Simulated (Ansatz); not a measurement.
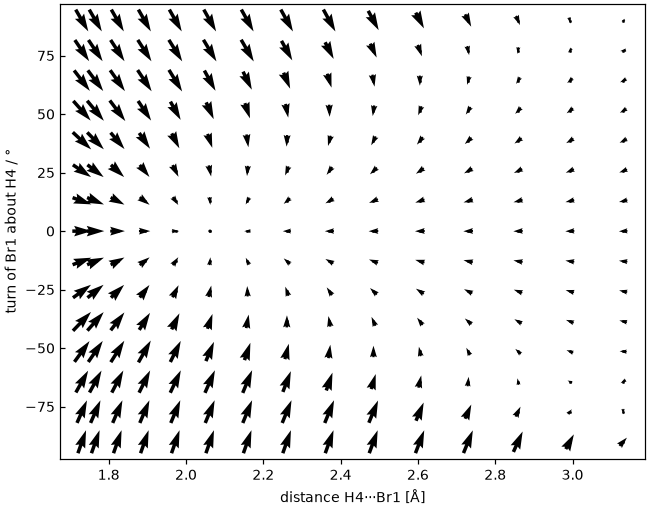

The pair Br···H₂Se, charge −1. 
- The turn is about an axis along (−0.77, −0.63, 0.00) in the frame of the relaxed pair, normal to the line between the partners.
- Coordinates scanned: (1) distance H4···Br1; (2) turn of Br1 about H4.
- The scan uses a 15 × 15 grid.
- Theory: Ansatz, RKS PBE0-D4/def2-SVPD.

Drawn: dots at the grid points, arrows along the force (downhill), their lengths compressed.

Question: The arrows alone are given. Where is the energy lowest?

Answer: The arrows converge at distance H4···Br1 = 2.062 Å, turn of Br1 about H4 = 0.0° (read from the interpolated surface).

The energy map of the same scan:

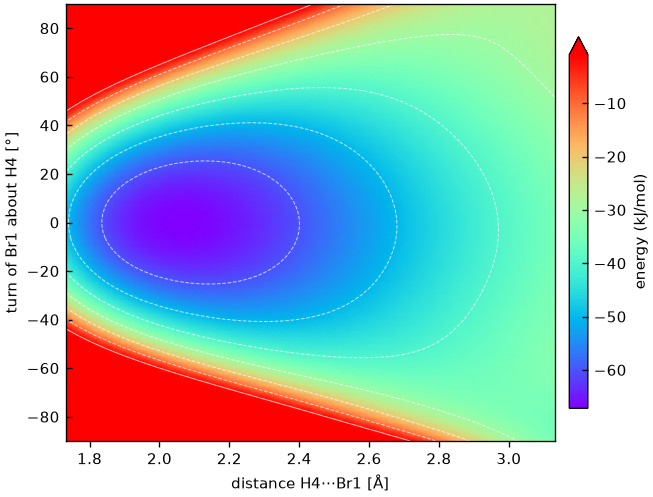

Energies are in kJ/mol, from the ion and the molecule far apart, frozen as in the relaxed pair, each in its own basis (no counterpoise correction); between grid points the surface is interpolated.
